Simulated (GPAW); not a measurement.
# Core-hole calculation of the Ti K edge in TiO2 (Anatase, I4_1/amd)

How does the Ti K edge of TiO2 (Anatase, I4_1/amd) move when the bonds are compressed or stretched?

Program: GPAW 26.7.0. Level of theory: X-ray absorption from dipole matrix elements to empty bands, plane-wave PAW revPBE. Results are calculated unless marked as measured.

**1. The structure**

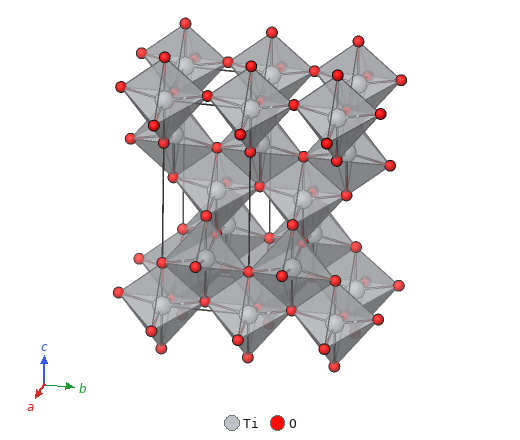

The starting structure, seen slightly off an axis (titanium light grey, oxygen red). 1×2×1 cells are drawn. This picture shows the conventional cell, with its axes. Some periodic images of atoms are drawn too.

**2. The field without a hole**

The ground state comes first: it tells whether the system has a gap, which decides how the excited electron is treated.

scf.py reads:

```python
import numpy as np
from ase import Atoms
from ase.parallel import parprint, paropen
from gpaw import GPAW, PW, FermiDirac, Mixer, MixerDif, setup_paths
from gpaw.test import gen
setup_paths.insert(0, '.')
gen('Ti', name='nch1s', xcname='revPBE', corehole=(1, 0, 0), write_xml=True)
from gpaw.mpi import world
world.barrier()

atoms = Atoms('Ti2O4',
    cell=[[-1.8921, 1.8921, 4.7573],
     [1.8921, -1.8921, 4.7573],
     [1.8921, 1.8921, -4.7573]],
    scaled_positions=[[0.75, 0.25, 0.5],
     [0, 0, 0],
     [0.7919, 0.7919, 0],
     [0.5419, 0.0419, 0.5],
     [0.9581, 0.4581, 0.5],
     [0.2081, 0.2081, 0]],
    pbc=True)
atoms.calc = calc = GPAW(legacy_gpaw=True, mode=PW(500, force_complex_dtype=True), xc='revPBE', setups={0: 'nch1s'},
    kpts={'size': (9, 9, 9), 'gamma': True}, occupations=FermiDirac(0.05),
    charge=0, mixer=Mixer(0.1, 5, 50), maxiter=150,
    convergence={'density': 0.0001, 'eigenstates': 1e-6}, txt='scf.txt')
energy = atoms.get_potential_energy() + calc.get_reference_energy()
ef = calc.get_fermi_level()
out = dict(energy=energy, fermi=ef, forces=atoms.get_forces().tolist())
parprint(f'all-electron energy {energy:.4f} eV, Fermi level {ef:.4f} eV')
ev = np.array([[calc.get_eigenvalues(k, s) for k in range(len(calc.get_ibz_k_points()))] for s in range(calc.get_number_of_spins())])
out['homo'], out['lumo'], out['counts'] = ev[ev < ef].max(), ev[ev > ef].min(), sorted(set((ev < ef).sum((0, 2)).tolist()))
out['filled'] = (ev[:, 0] < ef).sum(1).tolist()
import json
with paropen('out.json', 'w') as f:
    json.dump(out, f)
```

Command:

```bash
> OMP_NUM_THREADS=1 mpirun -n 4 gpaw python scf.py
```

Numbers of over 12 decimals in the logs are rounded to 6 here.

Output:

```text
Input parameters:
  convergence: {density: 0.0001,
                eigenstates: 1e-06}
  kpts: {gamma: True,
         size: (9, 9, 9)}
  maxiter: 150
  mixer: {backend: pulay,
          beta: 0.1,
          method: separate,
          nmaxold: 5,
          weight: 50}
  mode: {ecut: 500.0,
         force_complex_dtype: True,
         name: pw}
  occupations: {fixmagmom: False,
                name: fermi-dirac,
                width: 0.05}
  setups: {0: nch1s}
  xc: revPBE

Initialize ...

[... PAW data sets ...]

Reference energy: -54624.750873  # eV

Spin-paired calculation

[... convergence settings ...]
Symmetries present (total): 8
  [... symmetry matrices ...]

729 k-points: 9 x 9 x 9 Monkhorst-Pack grid
75 k-points in the irreducible part of the Brillouin zone
       k-points in crystal coordinates                weights
   0:     0.00000000    0.00000000    0.00000000          1/729
   1:     0.11111111   -0.11111111    0.00000000          4/729
   2:     0.11111111   -0.11111111    0.11111111          4/729
   3:     0.11111111    0.00000000    0.00000000          8/729
   4:     0.11111111    0.11111111   -0.11111111          2/729
   5:     0.22222222   -0.22222222    0.00000000          4/729
   6:     0.22222222   -0.22222222    0.11111111          8/729
   7:     0.22222222   -0.22222222    0.22222222          4/729
   8:     0.22222222   -0.11111111    0.00000000         16/729
   9:     0.22222222   -0.11111111    0.11111111          8/729
          ...
  74:     0.44444444    0.44444444    0.44444444          8/729

Wave functions: Plane wave expansion
  Cutoff energy: 500.000 eV
  Number of coefficients (min, max): 1693, 1758
  Pulay-stress correction: 0.000000 eV/Ang^3 (de/decut=0.000000)
  Using FFTW library
  Wavefunction extrapolation:
    Improved wavefunction reuse through dual PAW basis

Occupation numbers: Fermi-Dirac:
  width: 0.0500  # eV

Eigensolver
   Davidson(niter=2)

Densities:
  Coarse grid: 30*30*30 grid
  Fine grid: 60*60*60 grid
  Total Charge: 0.000000

Density mixing:
  Method: separate
  Backend: pulay
  Linear mixing parameter: 0.1
  old densities: 5
  Width of damping distribution: 1.1
  Damping of long wavelength oscillations: 50

[... Hamiltonian set-up ...]
Number of atoms: 6
Number of atomic orbitals: 42
Number of bands in calculation: 33
Number of valence electrons: 48
Bands to converge: occupied

... initialized

Initializing position-dependent things.

Density initialized from atomic densities
Creating initial wave functions:
  33 bands from LCAO basis set

       O

         O

         Ti

       O O

       Ti

Atomic positions and initial magnetic moments

Positions:
   0 Ti     0.000000    1.892100    2.378650    ( 0.0000,  0.0000,  0.0000)
   1 Ti     0.000000    0.000000    0.000000    ( 0.0000,  0.0000,  0.0000)
   2 O     -0.000000    0.000000    7.534612    ( 0.0000,  0.0000,  0.0000)
   3 O      0.000000    1.892100    0.398662    ( 0.0000,  0.0000,  0.0000)
   4 O      0.000000    1.892100    4.358638    ( 0.0000,  0.0000,  0.0000)
   5 O      0.000000   -0.000000    1.979988    ( 0.0000,  0.0000,  0.0000)

Unit cell:
           periodic     x           y           z      points  spacing
  1. axis:    yes   -1.892100    1.892100    4.757300    30     0.1172
  2. axis:    yes    1.892100   -1.892100    4.757300    30     0.1172
  3. axis:    yes    1.892100    1.892100   -4.757300    30     0.0892

  Lengths:   5.458204   5.458204   5.458204
  Angles:  139.434593 139.434593  58.712803

Effective grid spacing dv^(1/3) = 0.1361

iter:   1   -57.178090
iter:   2   -51.948196   -0.93  -0.90
iter:   3   -48.537576   -0.08  -1.02
iter:   4   -48.534276   -1.31  -1.41
iter:   5   -49.097053   -1.74  -1.37
iter:   6   -48.475085   -1.06  -1.47
iter:   7   -48.474694   -2.03  -2.26
iter:   8   -48.535730   -1.71  -2.23
iter:   9   -48.472482   -2.79  -2.05
iter:  10   -48.476686   -3.61  -2.67
iter:  11   -48.477274c  -2.74  -2.59
iter:  12   -48.472508c  -3.85  -2.62
iter:  13   -48.472506c  -4.97  -3.76
iter:  14   -48.472509c  -5.94  -3.96
iter:  15   -48.472512c  -6.52c -4.05c

Converged after 15 iterations.

Dipole moment: (-6.377263, 6.377263, 0.000000) |e|*Ang

Energy contributions relative to reference atoms: (reference = -54624.750873)

Kinetic:        +53.174258
Potential:      -60.068431
External:        +0.000000
XC:             -42.065001
Entropy (-ST):   -0.000000
Local:           +0.486661
SIC:             +0.000000
--------------------------
Free energy:    -48.472512
Extrapolated:   -48.472512

Showing only first 2 kpts
 Kpt  Band  Eigenvalues  Occupancy
  0    22      3.79620    2.00000
  0    23      3.79628    2.00000
  0    24      6.41492    0.00000
  0    25      7.14762    0.00000

  1    22      3.52678    2.00000
  1    23      3.93875    2.00000
  1    24      6.91649    0.00000
  1    25      7.22102    0.00000

Fermi level: 5.37636

Gap: 2.157 eV
Transition (v -> c):
  (s=0, k=34, n=23, [0.44, -0.44, 0.00]) -> (s=0, k=0, n=24, [0.00, 0.00, 0.00])
Direct/indirect transitions are different
Direct gap: 2.494 eV
Transition at: (s=0, k=13, n=23, [0.22, 0.22, -0.22])

Forces in eV/Ang:
  0 Ti    0.00000    0.00000   -0.00000
  1 Ti    0.00000    0.00000    0.00000
  2 O     0.00000    0.00000   -0.19836
  3 O     0.00000    0.00000   -0.19832
  4 O     0.00000    0.00000    0.19832
  5 O     0.00000    0.00000    0.19836
Scalar-relativistic atomic revPBE calculation for Ti (Titanium, Z=22)
Core hole in 1s state (1s occupation: 2.0)
600 radial gridpoints.
|------------------------------------------------|
|------------------------------------------------|
[... the atom generator's iteration count ...]

Energy contributions:
-------------------------
Kinetic:     +860.642152
XC:           -42.048001
Potential:  -1672.187647
-------------------------
Total:       -853.593496

state      eigenvalue         ekin         rmax
-----------------------------------------------
1s^2.0 :  -178.904917   236.199659        0.046
2s^2.0 :   -19.733477    40.939505        0.269
2p^6.0 :   -16.325094    39.669544        0.220
3s^2.0 :    -2.303672     8.366651        0.870
3p^6.0 :    -1.428688     7.101600        0.902
3d^2.0 :    -0.154679     3.683593        0.982
4s^2.0 :    -0.162691     0.818235        2.941
4p^0.0 :    -0.053464     0.424602        3.807
-----------------------------------------------
(units: Bohr and Hartree)

Generating PAW setup
Kinetic energy of the core from tauc = 796.654959
Cutoffs:
rc(s)=2.400
rc(p)=2.000
rc(d)=2.000
rc(vbar)=1.800
rc(comp)=2.300
rc(nct)=2.400

Kinetic energy of the core states: 792.295593
Charge: 0.0
Core electrons: 10.0
Valence electrons: 12.0
Pseudo-core charge: 0.000001
Shape function alpha=1.890
Pseudo-electron charge 6.352290
state    eigenvalue         norm
--------------------------------
3s(2) :    -2.303672     0.295183
4s(2) :    -0.162691     0.992363
3p(6) :    -1.428688     0.433633
4p(0) :    -0.053464     0.982847
3d(2) :    -0.154679     0.587700
*d    :     0.845321
--------------------------------

Diagonalizing with gridspacing h=0.050

state   all-electron     PAW
-------------------------------
3s:      -2.303672    -2.303971
3p:      -1.428688    -1.429382
3d:      -0.154679    -0.155181
*f:                    0.060914
-------------------------------
all-electron energy -54673.2234 eV, Fermi level 5.3764 eV
```

It took 40 s on 4 MPI ranks of Arm Neoverse V2, shared host; peak memory 0.26 GiB.

The mesh shows a gap of 2.16 eV, so the hole is first treated in a charged cell, without the excited electron.

**3. Reference energy of the supercell**

The photon energy needs a difference of total energies, so the cell and mesh of the coming hole run are first run without a hole.

Edit scf.py of step 2 so:

```diff
@@ -10,15 +10,21 @@
 
-atoms = Atoms('Ti2O4',
-    cell=[[-1.8921, 1.8921, 4.7573],
-     [1.8921, -1.8921, 4.7573],
-     [1.8921, 1.8921, -4.7573]],
-    scaled_positions=[[0.75, 0.25, 0.5],
+atoms = Atoms('Ti4O8',
+    cell=[[3.7842, -3.7842, 0],
+     [3.7842, 3.7842, 0],
+     [-1.8921, 1.8921, 4.7573]],
+    scaled_positions=[[0, 0.25, 0.5],
+     [0.5, 0.75, 0.5],
      [0, 0, 0],
-     [0.7919, 0.7919, 0],
-     [0.5419, 0.0419, 0.5],
-     [0.9581, 0.4581, 0.5],
-     [0.2081, 0.2081, 0]],
+     [0.5, 0.5, 0],
+     [0.7919, 0, 0.5838],
+     [0.2919, 0.5, 0.5838],
+     [0.7919, 0.25, 0.0838],
+     [0.2919, 0.75, 0.0838],
+     [0.2081, 0.25, 0.9162],
+     [0.7081, 0.75, 0.9162],
+     [0.2081, 0, 0.4162],
+     [0.7081, 0.5, 0.4162]],
     pbc=True)
 atoms.calc = calc = GPAW(legacy_gpaw=True, mode=PW(500, force_complex_dtype=True), xc='revPBE', setups={0: 'nch1s'},
-    kpts={'size': (9, 9, 9), 'gamma': True}, occupations=FermiDirac(0.05),
+    kpts={'size': (4, 3, 4), 'gamma': True}, occupations=FermiDirac(0.02),
     charge=0, mixer=Mixer(0.1, 5, 50), maxiter=150,
```

Output:

```text
Input parameters:
  convergence: {density: 0.0001,
                eigenstates: 1e-06}
  kpts: {gamma: True,
         size: (4, 3, 4)}
  maxiter: 150
  mixer: {backend: pulay,
          beta: 0.1,
          method: separate,
          nmaxold: 5,
          weight: 50}
  mode: {ecut: 500.0,
         force_complex_dtype: True,
         name: pw}
  occupations: {fixmagmom: False,
                name: fermi-dirac,
[...]
4s(2) :    -0.162691     0.992363
3p(6) :    -1.428688     0.433633
4p(0) :    -0.053464     0.982847
3d(2) :    -0.154679     0.587700
*d    :     0.845321
--------------------------------

Diagonalizing with gridspacing h=0.050

state   all-electron     PAW
-------------------------------
3s:      -2.303672    -2.303971
3p:      -1.428688    -1.429382
3d:      -0.154679    -0.155181
*f:                    0.060914
-------------------------------
all-electron energy -109346.4533 eV, Fermi level 4.8948 eV
[key lines of the parts left out:]
Converged after 21 iterations.
Dipole moment: (-0.000009, -0.000009, 0.000000) |e|*Ang
Free energy:    -96.952034
Fermi level: 4.89480
```

It took 38 s on 4 MPI ranks; peak memory 0.27 GiB.

Reference energy: -109346.453 eV with the cores included.

(Continued in part 2 of 4.)

[Banner, clock and machine lines of the logs are left out without a mark of their own.]

[Logs are printed without paths, hosts, clocks, repeated set-up lines and the standing remarks that a program may print on its own settings, such as how far it seeks lower states.]

[Hosts, paths, dates, database ids (printed as entryN), source tags and the programs' standing remarks are cut or masked in the printed files.]

[Lists of maxima count a maximum above −3 eV only where it reaches 4 % of the highest in the window and stands out from its surroundings by 2 % of it (1.5 % where it reaches 55 %); shoulders and weaker maxima are passed over, and of the rest the first, up to two pre-edge ones and the few strongest are named.]
